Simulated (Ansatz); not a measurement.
Ligand exchange: C3H10OSi + SiH(CH3)(SiH3)2 → C2H10OSi2 + SiH(CH3)2(SiH3)

Gas-phase species: C3H10OSi `CO[SiH](C)C`, singlet; SiH(CH3)(SiH3)2, singlet; C2H10OSi2 `C[SiH](C)O[SiH3]`, singlet; SiH(CH3)2(SiH3), singlet. The partners trade CH3 for SiH3: O–CH3 and Si–SiH3 bonds give way to O–SiH3 and Si–CH3.

Shapes, held fixed at every level: PBE0-D4/def2-TZVP. Flexible molecules stand in one conformer, not always the lowest. Programs: Ansatz 0.2.0. Electronic energies: no zero-point or thermal term.

```csv
level,kind,ΔE (kJ/mol),less CCSD(T)/CBS estimate
HF/def2-TZVPP,Hartree–Fock,-210.3,-14.0
r2SCAN-D4/def2-TZVPP,meta-GGA,-188.2,+8.1
wB97X-V/def2-TZVPP,range-separated hybrid,-187.4,+8.9
B2PLYP/def2-TZVPP,double hybrid,-196.7,-0.4
MP2/def2-TZVPP,perturbation theory,-205.6,-9.3
CCSD(T)/def2-TZVPP,coupled cluster or CI,-192.8,+3.5
CCSD(T)/CBS estimate,coupled cluster or CI,-196.3,0.0
```

The highest level, CCSD(T)/CBS estimate, gives ΔE = -196.3 kJ/mol; the levels span -210.3 to -187.4. The column of differences is taken from that level and isn't an error. No measured value is set beside it here. The CBS estimate extrapolates MP2 from def2-TZVPP and def2-QZVPP and adds CCSD(T) − MP2 in the triple-zeta set, cores frozen.

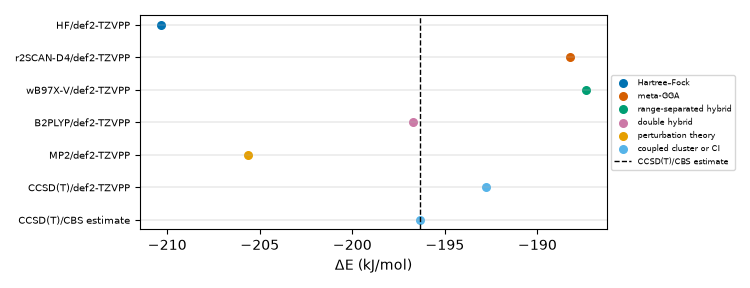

The values of the table, level by level.
